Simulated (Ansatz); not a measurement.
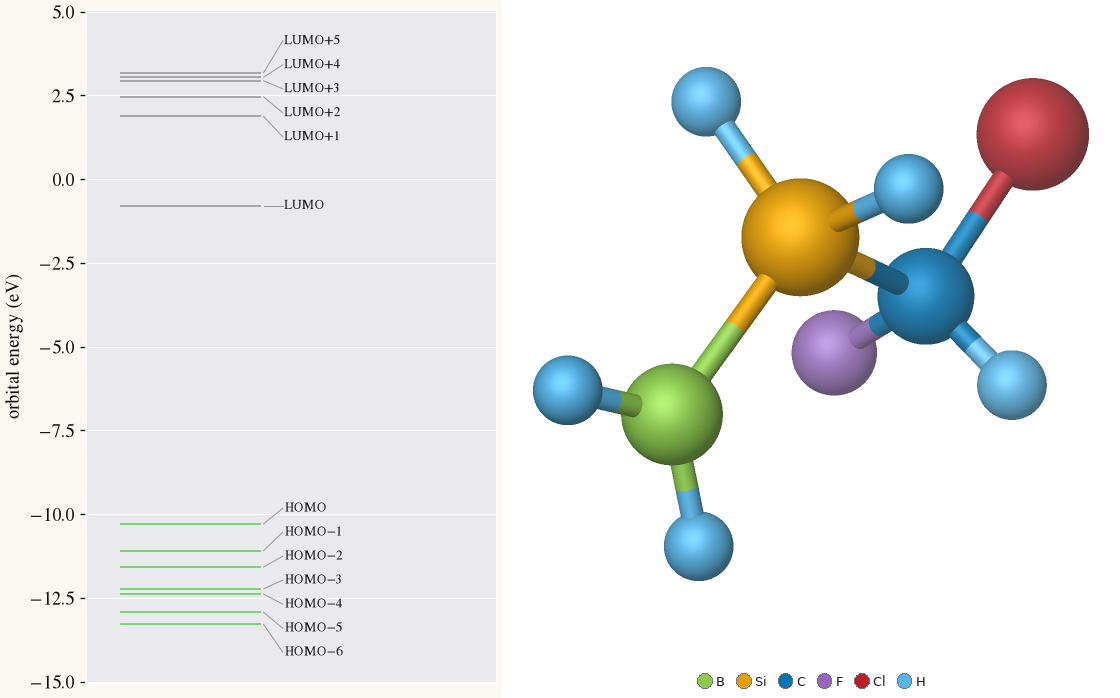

CH₅BClFSi, SMILES B[SiH2][C@@H](F)Cl. Kohn-Sham orbital energies near the frontier, ωB97M-V/def2-TZVPP with the Ansatz code 0.2.0, at a PBE0-D4/def2-TZVP geometry (no frequency check), isolated molecule; empty levels in grey, levels within 0.03 eV side by side.

Question: Where do the frontier orbitals lie?

Answer: HOMO at −10.29 eV, LUMO at −0.79 eV, 9.50 eV apart.

Question: How far below the HOMO does the next level lie?

Answer: 0.80 eV.

Question: List the levels.

Answer:
```
orbital  energy (eV)
 LUMO+5         3.18
 LUMO+4         3.04
 LUMO+3         2.93
 LUMO+2         2.45
 LUMO+1         1.87
   LUMO        −0.79
   HOMO       −10.29
 HOMO−1       −11.09
 HOMO−2       −11.58
 HOMO−3       −12.23
 HOMO−4       −12.39
 HOMO−5       −12.93
 HOMO−6       −13.29
```

Known limits of this run: one conformer of a flexible molecule; empty levels above zero depend strongly on the basis.
